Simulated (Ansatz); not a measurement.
**C2H7GeN: molecular dynamics**

C2H7GeN, SMILES C=C[NH][GeH3], computed with RKS BLYP-d3bjatm/def2-SVP (Ansatz 0.2.0).

The geometry comes from this level: PBE0-D4/def2-TZVP. Figures and captions count atoms from 1; the log counts them from 0 in places.

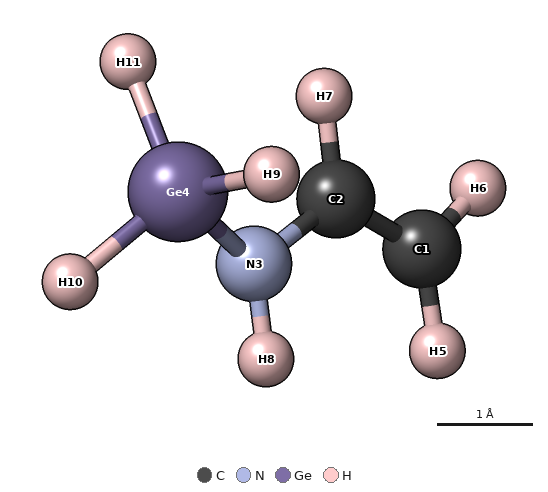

*The input geometry (ball-and-stick view, seen at a tilt; atoms are numbered from 1 in the order of the input). Sticks mark near contacts.*

### Input
```yaml
crystal:
  periodic: [false, false, false]
  atoms:
    - {symbol: C, position_ang: [-0.380305, 2.115200, -0.322899]}
    - {symbol: C, position_ang: [-0.448420, 0.852879, 0.102978]}
    - {symbol: N, position_ang: [0.069636, -0.261173, -0.522043]}
    - {symbol: Ge, position_ang: [0.426041, -1.839032, 0.355894]}
    - {symbol: H, position_ang: [0.146791, 2.387856, -1.231006]}
    - {symbol: H, position_ang: [-0.870298, 2.902867, 0.231403]}
    - {symbol: H, position_ang: [-0.987128, 0.629621, 1.021950]}
    - {symbol: H, position_ang: [0.594176, -0.061985, -1.360704]}
    - {symbol: H, position_ang: [1.686147, -1.746427, 1.241563]}
    - {symbol: H, position_ang: [0.626776, -2.903801, -0.730150]}
    - {symbol: H, position_ang: [-0.798115, -2.132903, 1.233815]}
basis:
  gaussian: {orbitals: def2-SVP}
hamiltonian: {xc: {name: BLYP}, dispersion: d3bjatm}
md: {timestep: 0.5 fs, n_steps: 30, ensemble: nvt_nose_hoover, temperature: 1000, initial_velocities: maxwell_boltzmann, seed: 504}
```

Run on 4 threads of Arm Neoverse V1, 23 GiB of memory available, shared host.

Run as:
```bash
ansatz run in.yaml --threads 4 --pin off --events-out ev --progress --plain --max-ram 10444MiB
```

### The program's output
```
Functional definition: BLYP
  name "BLYP"
  cite "Becke, Phys. Rev. A 38, 3098 (1988) doi:10.1103/PhysRevA.38.3098"
  cite "Lee, Yang & Parr, Phys. Rev. B 37, 785 (1988) doi:10.1103/PhysRevB.37.785"
  parameter beta = 0.0042
  parameter a = 0.04918
  parameter b = 0.132
  parameter c = 0.2533
  parameter d = 0.349
  exchange = b88_x(beta = beta)
  correlation = lyp_c(a = a, b = b, c = c, d = d)
1245 factors; their error is unknown
mean field evaluation 1: about -60174.1357 eV, gradient 7.0e1 eV
mean field evaluation 2: about -60112.6384 eV, gradient 1.5e2 eV
mean field evaluation 4: about -60184.8166 eV, gradient 1.5e1 eV
mean field evaluation 8: about -60185.4276 eV, gradient 9.2e-2 eV
mean field evaluation 16: about -60185.3595 eV, gradient 8.0e-5 eV
mean field -60185.35954339 eV, -2211.7711681176 hartree, gradient 1.1e-5 eV, S^2 0.000000; 0 other end points of the search recorded, 0 dependent functions left out
the calculation of the forces begins
reference -60185.35989358 eV, -2211.7711809871 hartree; 29, 29 occupied and 80, 80 virtual orbitals, 1245 factors
md step     0: t =     0.00 fs  T =  1000.0 K  F+E_penalty+E_count = -60185.80621771 eV  E_kin = 1.163340 eV  conserved = -60184.64287772 eV  (28 SCF iters)
these checks for a lower state are left out or cut short: starts, cluster_reference, orbital_swaps, neighbouring_geometries, increment
1245 factors; their error is unknown
mean field -60185.34757784 eV, -2211.7707283918 hartree, gradient 2.6e-5 eV, S^2 0.000000; 0 other end points of the search recorded, 0 dependent functions left out
the calculation of the forces begins
reference -60185.34792843 eV, -2211.7707412757 hartree; 29, 29 occupied and 80, 80 virtual orbitals, 1245 factors
md step     1: t =     0.50 fs  T =   990.0 K  F+E_penalty+E_count = -60185.79383807 eV  E_kin = 1.151663 eV  conserved = -60184.64217483 eV  (31 SCF iters, 3 dispersion substeps)
[... from here on the SCF iterations and repeated set-up lines of each step are left out, up to the last step ...]
md step     2: t =     1.00 fs  T =   904.3 K  F+E_penalty+E_count = -60185.69213741 eV  E_kin = 1.052065 eV  conserved = -60184.64007334 eV  (31 SCF iters, 3 dispersion substeps)
md step     3: t =     1.50 fs  T =   768.5 K  F+E_penalty+E_count = -60185.53150609 eV  E_kin = 0.894057 eV  conserved = -60184.63745588 eV  (32 SCF iters, 3 dispersion substeps)
md step     4: t =     2.00 fs  T =   616.2 K  F+E_penalty+E_count = -60185.35178237 eV  E_kin = 0.716839 eV  conserved = -60184.63496420 eV  (32 SCF iters, 3 dispersion substeps)
md step     5: t =     2.50 fs  T =   480.3 K  F+E_penalty+E_count = -60185.19170846 eV  E_kin = 0.558712 eV  conserved = -60184.63304010 eV  (32 SCF iters, 3 dispersion substeps)
md step     6: t =     3.00 fs  T =   386.5 K  F+E_penalty+E_count = -60185.08149036 eV  E_kin = 0.449581 eV  conserved = -60184.63198434 eV  (33 SCF iters, 3 dispersion substeps)
md step     7: t =     3.50 fs  T =   349.0 K  F+E_penalty+E_count = -60185.03779714 eV  E_kin = 0.405971 eV  conserved = -60184.63194142 eV  (33 SCF iters, 3 dispersion substeps)
md step     8: t =     4.00 fs  T =   368.5 K  F+E_penalty+E_count = -60185.06138613 eV  E_kin = 0.428685 eV  conserved = -60184.63286812 eV  (33 SCF iters, 3 dispersion substeps)
md step     9: t =     4.50 fs  T =   432.7 K  F+E_penalty+E_count = -60185.13773167 eV  E_kin = 0.503415 eV  conserved = -60184.63455694 eV  (33 SCF iters, 3 dispersion substeps)
md step    10: t =     5.00 fs  T =   519.2 K  F+E_penalty+E_count = -60185.24033536 eV  E_kin = 0.603990 eV  conserved = -60184.63668833 eV  (33 SCF iters, 3 dispersion substeps)
md step    11: t =     5.50 fs  T =   599.7 K  F+E_penalty+E_count = -60185.33601142 eV  E_kin = 0.697650 eV  conserved = -60184.63884026 eV  (33 SCF iters, 3 dispersion substeps)
md step    12: t =     6.00 fs  T =   646.6 K  F+E_penalty+E_count = -60185.39200799 eV  E_kin = 0.752215 eV  conserved = -60184.64043865 eV  (33 SCF iters, 3 dispersion substeps)
md step    13: t =     6.50 fs  T =   640.7 K  F+E_penalty+E_count = -60185.38531459 eV  E_kin = 0.745327 eV  conserved = -60184.64081871 eV  (33 SCF iters, 3 dispersion substeps)
md step    14: t =     7.00 fs  T =   579.5 K  F+E_penalty+E_count = -60185.31268425 eV  E_kin = 0.674114 eV  conserved = -60184.63958917 eV  (33 SCF iters, 3 dispersion substeps)
md step    15: t =     7.50 fs  T =   481.3 K  F+E_penalty+E_count = -60185.19578935 eV  E_kin = 0.559869 eV  conserved = -60184.63711630 eV  (33 SCF iters, 3 dispersion substeps)
md step    16: t =     8.00 fs  T =   379.7 K  F+E_penalty+E_count = -60185.07482279 eV  E_kin = 0.441663 eV  conserved = -60184.63451208 eV  (32 SCF iters, 3 dispersion substeps)
md step    17: t =     8.50 fs  T =   309.3 K  F+E_penalty+E_count = -60184.99126889 eV  E_kin = 0.359818 eV  conserved = -60184.63294053 eV  (30 SCF iters, 3 dispersion substeps)
md step    18: t =     9.00 fs  T =   290.9 K  F+E_penalty+E_count = -60184.96987087 eV  E_kin = 0.338474 eV  conserved = -60184.63301900 eV  (33 SCF iters, 3 dispersion substeps)
md step    19: t =     9.50 fs  T =   323.2 K  F+E_penalty+E_count = -60185.00892039 eV  E_kin = 0.376045 eV  conserved = -60184.63464502 eV  (33 SCF iters, 3 dispersion substeps)
md step    20: t =    10.00 fs  T =   384.4 K  F+E_penalty+E_count = -60185.08218382 eV  E_kin = 0.447199 eV  conserved = -60184.63693938 eV  (33 SCF iters, 3 dispersion substeps)
md step    21: t =    10.50 fs  T =   443.6 K  F+E_penalty+E_count = -60185.15256158 eV  E_kin = 0.516074 eV  conserved = -60184.63867205 eV  (33 SCF iters, 3 dispersion substeps)
md step    22: t =    11.00 fs  T =   476.3 K  F+E_penalty+E_count = -60185.19069298 eV  E_kin = 0.554050 eV  conserved = -60184.63909908 eV  (33 SCF iters, 3 dispersion substeps)
md step    23: t =    11.50 fs  T =   473.8 K  F+E_penalty+E_count = -60185.18668982 eV  E_kin = 0.551138 eV  conserved = -60184.63830308 eV  (33 SCF iters, 3 dispersion substeps)
md step    24: t =    12.00 fs  T =   443.5 K  F+E_penalty+E_count = -60185.14977952 eV  E_kin = 0.515976 eV  conserved = -60184.63685337 eV  (33 SCF iters, 3 dispersion substeps)
md step    25: t =    12.50 fs  T =   402.5 K  F+E_penalty+E_count = -60185.10023101 eV  E_kin = 0.468225 eV  conserved = -60184.63534529 eV  (33 SCF iters, 3 dispersion substeps)
md step    26: t =    13.00 fs  T =   369.3 K  F+E_penalty+E_count = -60185.06024193 eV  E_kin = 0.429672 eV  conserved = -60184.63418654 eV  (33 SCF iters, 3 dispersion substeps)
md step    27: t =    13.50 fs  T =   359.0 K  F+E_penalty+E_count = -60185.04730671 eV  E_kin = 0.417603 eV  conserved = -60184.63359647 eV  (33 SCF iters, 3 dispersion substeps)
md step    28: t =    14.00 fs  T =   379.1 K  F+E_penalty+E_count = -60185.07047177 eV  E_kin = 0.440997 eV  conserved = -60184.63366041 eV  (33 SCF iters, 3 dispersion substeps)
md step    29: t =    14.50 fs  T =   428.9 K  F+E_penalty+E_count = -60185.12883253 eV  E_kin = 0.498998 eV  conserved = -60184.63435646 eV  (33 SCF iters, 3 dispersion substeps)
these checks for a lower state are left out or cut short: starts, cluster_reference, orbital_swaps, neighbouring_geometries, increment
1245 factors; their error is unknown
mean field -60184.77408715 eV, -2211.7496529977 hartree, gradient 6.1e-6 eV, S^2 0.000000; 0 other end points of the search recorded, 0 dependent functions left out
the calculation of the forces begins
reference -60184.77444512 eV, -2211.7496661529 hartree; 29, 29 occupied and 80, 80 virtual orbitals, 1245 factors
1245 factors; their error is unknown
mean field evaluation 256: about -60184.6849 eV, gradient 7.5e0 eV
mean field -60184.77408715 eV, -2211.7496529977 hartree, gradient 1.9e-5 eV, S^2 0.000000; 1 other end points of the search recorded, 0 dependent functions left out
the calculation of the forces begins
reference -60184.77444512 eV, -2211.7496661529 hartree; 29, 29 occupied and 80, 80 virtual orbitals, 1245 factors
md step    30: t =    15.00 fs  T =   499.7 K  F+E_penalty+E_count = -60185.21194372 eV  E_kin = 0.581340 eV  conserved = -60184.63552695 eV  (30 SCF iters, 3 dispersion substeps)
```

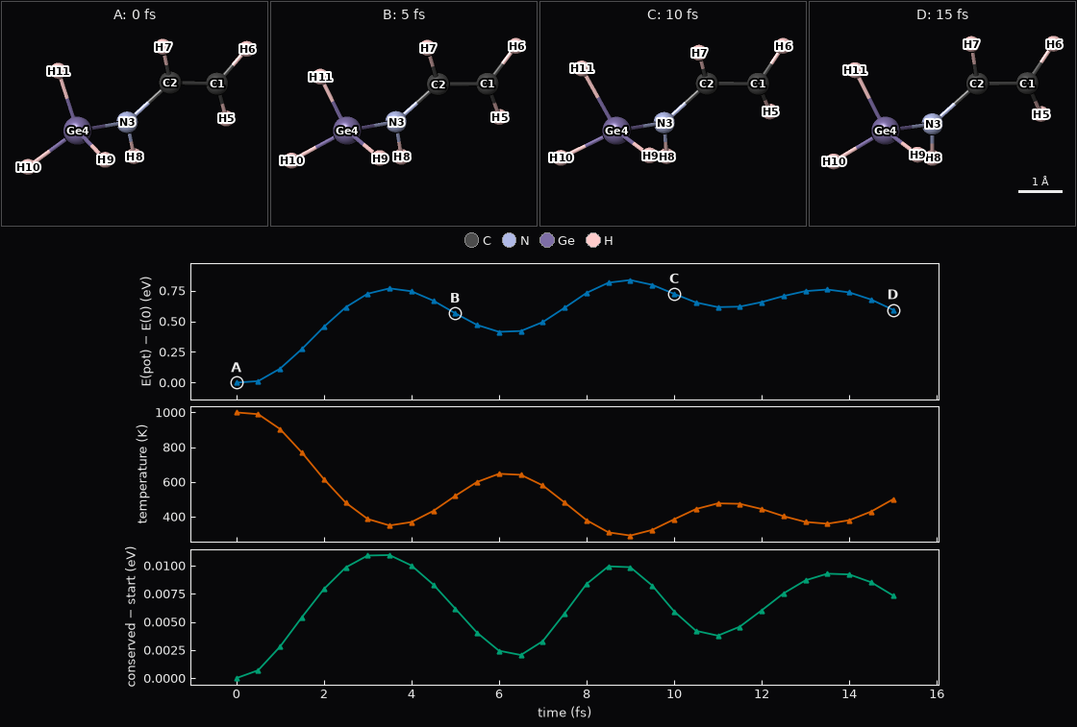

*Frames of the molecular dynamics (ball-and-stick, seen at a tilt) above the curves, on which the letters mark them.*

The trajectory kept here has 31 frames over 15 fs. The temperature starts at 1000 K, ranges from 291 to 1000 K and averages 403 K over the second half. The potential energy ends 0.594 eV above its first value. The conserved quantity stays within 0.011 eV. After an unweighted best fit of the last frame on the first, the root-mean-square displacement is 0.16 Å.

```
Total energy: -60185.21230169 eV, -2211.7657570851 hartree
Atom 0 at    -0.357491     2.162827    -0.264819 Å, force    -0.351206     1.571432    -1.446718 eV/Å
Atom 1 at    -0.458324     0.856768     0.036288 Å, force    -0.269166    -1.633681     2.357661 eV/Å
Atom 2 at     0.077941    -0.317263    -0.571120 Å, force    -0.706888     1.806519    -0.675009 eV/Å
Atom 3 at     0.429913    -1.834742     0.364444 Å, force    -1.664909    -1.291636     0.963014 eV/Å
Atom 4 at     0.042331     2.608713    -1.271109 Å, force    -0.424581    -0.827161     1.665425 eV/Å
Atom 5 at    -0.929552     2.854861     0.415057 Å, force     0.546955    -0.286922    -0.645487 eV/Å
Atom 6 at    -1.013750     0.638534     1.112236 Å, force     1.257872     0.154338    -2.483799 eV/Å
Atom 7 at     0.521198    -0.241057    -1.514943 Å, force    -0.429860     0.252841     0.768390 eV/Å
Atom 8 at     1.603006    -1.619116     1.295088 Å, force     0.620614    -0.105026     0.394317 eV/Å
Atom 9 at     0.494186    -2.923647    -0.689442 Å, force     0.552971    -0.399327    -0.449130 eV/Å
Atom 10 at    -0.867286    -2.386572     1.228467 Å, force     0.868198     0.758623    -0.448663 eV/Å
Dipole moment:     0.166305    -0.163872    -0.107331 e Å
```

### Trajectory as extended XYZ (Å, eV, eV/Å), 9 of the 31 frames kept, from step=0 to step=30
```
11
Properties=species:S:1:pos:R:3:forces:R:3 step=0 time_fs=0.0 energy=-60185.80622 temperature=1000.0
C    -0.3803    2.1152   -0.3229    0.0285   0.6408  -0.1825
C    -0.4484    0.8529    0.1030   -0.1084  -0.3553   0.2155
N     0.0696   -0.2612   -0.5220   -0.1654  -0.2528  -0.0036
Ge    0.4260   -1.8390    0.3559    0.0903  -0.3479   0.1414
H     0.1468    2.3879   -1.2310    0.2810   0.1572  -0.4850
H    -0.8703    2.9029    0.2314   -0.2684   0.4531   0.2878
H    -0.9871    0.6296    1.0219   -0.2746  -0.1302   0.4868
H     0.5942   -0.0620   -1.3607    0.3492   0.0947  -0.6003
H     1.6861   -1.7464    1.2416    0.2378  -0.0131   0.1814
H     0.6268   -2.9038   -0.7301    0.0372  -0.1944  -0.1868
H    -0.7981   -2.1329    1.2338   -0.2071  -0.0521   0.1453
11
Properties=species:S:1:pos:R:3:forces:R:3 step=4 time_fs=2.0 energy=-60185.35178 temperature=616.2
C    -0.3738    2.1194   -0.3113    0.3023   1.8419  -1.3793
C    -0.4431    0.8427    0.0739   -1.5122  -0.4054   3.1402
N     0.0638   -0.2669   -0.5070    1.6478  -0.1182  -3.4395
Ge    0.4253   -1.8362    0.3570    2.1448  -0.4056  -0.8305
H     0.1447    2.4555   -1.2922   -0.6322  -0.5580   1.3448
H    -0.8953    2.9090    0.2676    0.2005  -0.2644  -0.2126
H    -0.9996    0.5480    1.0941    0.8764   0.8423  -1.8016
H     0.6165   -0.0628   -1.4308   -1.1187  -0.4936   1.8820
H     1.6979   -1.6979    1.2804   -0.1522  -0.1494  -0.2240
H     0.5416   -2.9434   -0.7310    0.2856   0.1436  -0.0035
H    -0.7168   -2.1881    1.1402   -2.0421  -0.4333   1.5241
11
Properties=species:S:1:pos:R:3:forces:R:3 step=8 time_fs=4.0 energy=-60185.06139 temperature=368.5
C    -0.3664    2.1292   -0.3038    0.0083   1.5939  -1.2809
C    -0.4423    0.8315    0.0544   -1.7464   0.4755   3.8346
N     0.0622   -0.2730   -0.5008    1.8535  -0.4097  -4.1256
Ge    0.4257   -1.8336    0.3577    2.4572  -0.7404  -0.8119
H     0.1210    2.5034   -1.3067   -0.6917  -0.7796   1.6758
H    -0.9133    2.9065    0.2966    0.4340  -0.5661  -0.4453
H    -0.9818    0.4969    1.1033    0.8881   1.2268  -2.0982
H     0.6005   -0.0809   -1.4363   -1.0585  -0.5104   1.8668
H     1.7042   -1.6550    1.3112   -0.4195  -0.2677  -0.4754
H     0.4673   -2.9777   -0.7322    0.5136   0.4219   0.1372
H    -0.7084   -2.2589    1.1010   -2.2386  -0.4442   1.7229
11
Properties=species:S:1:pos:R:3:forces:R:3 step=11 time_fs=5.5 energy=-60185.33601 temperature=599.7
C    -0.3608    2.1398   -0.3008   -0.3554   0.4223  -0.5892
C    -0.4453    0.8240    0.0476   -1.3572   1.3638   3.2686
N     0.0643   -0.2783   -0.5035    1.0151  -0.6871  -2.8188
Ge    0.4268   -1.8319    0.3579    1.1859  -1.4108  -0.0102
H     0.0862    2.5205   -1.2768   -0.2819  -0.5525   0.9547
H    -0.9167    2.8913    0.3079    0.3196  -0.3688  -0.2895
H    -0.9465    0.4883    1.0587    0.4172   1.1767  -1.3620
H     0.5625   -0.1070   -1.3949   -0.1165  -0.2190   0.2248
H     1.6990   -1.6292    1.3230   -0.4772  -0.3276  -0.5154
H     0.4239   -2.9936   -0.7299    0.6374   0.5274   0.1895
H    -0.7570   -2.3226    1.1140   -0.9870   0.0754   0.9475
11
Properties=species:S:1:pos:R:3:forces:R:3 step=15 time_fs=7.5 energy=-60185.19579 temperature=481.3
C    -0.3545    2.1546   -0.2980   -1.0536  -1.8536   1.2108
C    -0.4527    0.8181    0.0469    0.3765   2.6975   0.1591
N     0.0689   -0.2871   -0.5128   -1.0088  -0.8293   0.6752
Ge    0.4287   -1.8303    0.3582   -0.5591  -2.1756   0.8702
H     0.0340    2.5278   -1.2127    0.7393   0.2860  -1.2314
H    -0.9121    2.8609    0.3152   -0.1054   0.2435   0.2269
H    -0.8904    0.5133    0.9634   -1.0932   0.3315   1.5844
H     0.5152   -0.1468   -1.3459    1.7365   0.3784  -3.2665
H     1.6768   -1.6059    1.3220   -0.3360  -0.3542  -0.3757
H     0.3876   -2.9972   -0.7207    0.7261   0.5030   0.1698
H    -0.8502   -2.4029    1.1601    0.5776   0.7727  -0.0227
11
Properties=species:S:1:pos:R:3:forces:R:3 step=19 time_fs=9.5 energy=-60185.00892 temperature=323.2
C    -0.3515    2.1638   -0.2916   -1.1932  -2.7484   1.6869
C    -0.4588    0.8206    0.0467    1.8298   2.9989  -2.3800
N     0.0715   -0.2979   -0.5216   -0.3905   0.1842  -0.8496
Ge    0.4304   -1.8298    0.3590   -1.6087  -2.4268   1.2015
H     0.0080    2.5446   -1.1915    1.0575   0.6139  -1.9923
H    -0.9110    2.8391    0.3305   -0.3474   0.6178   0.5132
H    -0.8752    0.5507    0.9276   -1.9959  -0.4400   3.5497
H     0.5231   -0.1753   -1.4012    0.5819   0.1438  -1.2086
H     1.6424   -1.5959    1.3072    0.0410  -0.3125  -0.0503
H     0.3788   -2.9821   -0.7053    0.7368   0.2870   0.0167
H    -0.9242   -2.4550    1.2070    1.2887   1.0822  -0.4874
11
Properties=species:S:1:pos:R:3:forces:R:3 step=22 time_fs=11.0 energy=-60185.19069 temperature=476.3
C    -0.3516    2.1652   -0.2835   -0.7308  -1.5499   0.2221
C    -0.4600    0.8287    0.0423    0.9772   1.5627  -0.3023
N     0.0725   -0.3058   -0.5293    0.4361   1.0287  -2.8324
Ge    0.4311   -1.8303    0.3600   -2.0684  -2.3240   1.2437
H     0.0136    2.5712   -1.2223    0.4146  -0.0243  -0.4015
H    -0.9180    2.8370    0.3537   -0.1371   0.4342   0.2505
H    -0.9098    0.5704    0.9814   -0.7163   0.0268   1.0169
H     0.5474   -0.1922   -1.4797   -0.7284  -0.0709   1.3612
H     1.6168   -1.5964    1.2941    0.3963  -0.2433   0.2448
H     0.3907   -2.9632   -0.6931    0.7076   0.0299  -0.1754
H    -0.9489   -2.4676    1.2311    1.4492   1.1302  -0.6277
11
Properties=species:S:1:pos:R:3:forces:R:3 step=26 time_fs=13.0 energy=-60185.06024 temperature=369.3
C    -0.3539    2.1633   -0.2724   -0.4050   0.5524  -1.2214
C    -0.4592    0.8433    0.0363   -0.0802  -0.4307   2.0579
N     0.0748   -0.3138   -0.5463    0.3537   1.6962  -2.9890
Ge    0.4311   -1.8320    0.3619   -2.2680  -1.9068   1.2104
H     0.0329    2.6035   -1.2714   -0.3087  -0.7665   1.4166
H    -0.9301    2.8469    0.3909    0.3566  -0.0757  -0.3730
H    -0.9756    0.5984    1.0788    0.8087   0.3548  -1.8527
H     0.5554   -0.2165   -1.5385   -1.1920  -0.0193   2.3384
H     1.5968   -1.6048    1.2856    0.7170  -0.1484   0.5001
H     0.4301   -2.9380   -0.6835    0.6436  -0.3031  -0.4244
H    -0.9338   -2.4468    1.2421    1.3740   1.0470  -0.6629
11
Properties=species:S:1:pos:R:3:forces:R:3 step=30 time_fs=15.0 energy=-60185.21194 temperature=499.7
C    -0.3575    2.1628   -0.2648   -0.3512   1.5714  -1.4467
C    -0.4583    0.8568    0.0363   -0.2692  -1.6337   2.3577
N     0.0779   -0.3173   -0.5711   -0.7069   1.8065  -0.6750
Ge    0.4299   -1.8347    0.3644   -1.6649  -1.2916   0.9630
H     0.0423    2.6087   -1.2711   -0.4246  -0.8272   1.6654
H    -0.9296    2.8549    0.4151    0.5470  -0.2869  -0.6455
H    -1.0137    0.6385    1.1122    1.2579   0.1543  -2.4838
H     0.5212   -0.2411   -1.5149   -0.4299   0.2528   0.7684
H     1.6030   -1.6191    1.2951    0.6206  -0.1050   0.3943
H     0.4942   -2.9236   -0.6894    0.5530  -0.3993  -0.4491
H    -0.8673   -2.3866    1.2285    0.8682   0.7586  -0.4487
```

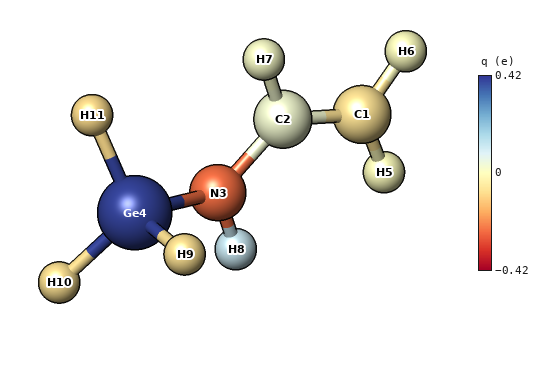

*Mulliken charges, as the colour of each atom (ball-and-stick view, seen at a tilt; atoms are numbered from 1 in the order of the input).*

By element: C −0.07 to +0.03, N −0.25, Ge +0.40 and H −0.09 to +0.12 e.

### Summary

```csv
quantity,value
outcome,finished
mean temperature over the second half,403 K
trajectory,"30 steps, 15 fs"
ensemble,nvt_nose_hoover
temperature in the input,1000 K
time step,0.5 fs
potential energy (last step),−60185.2123 eV
mean-field energy (last step),−60184.7744 eV
dispersion energy (last step),−0.4379 eV
SCF solution under orbital rotations (last step),stable
largest force (length of the vector) (last step),2.881 eV/Å
dipole moment (last step),1.23 D
wall time,33 s (CPU time 2 min)
peak memory,0.43 GiB
```

### Remarks

So short a trajectory is not equilibrated. The temperature stays far from the 1000 K of the thermostat over the second half: the run isn't equilibrated.
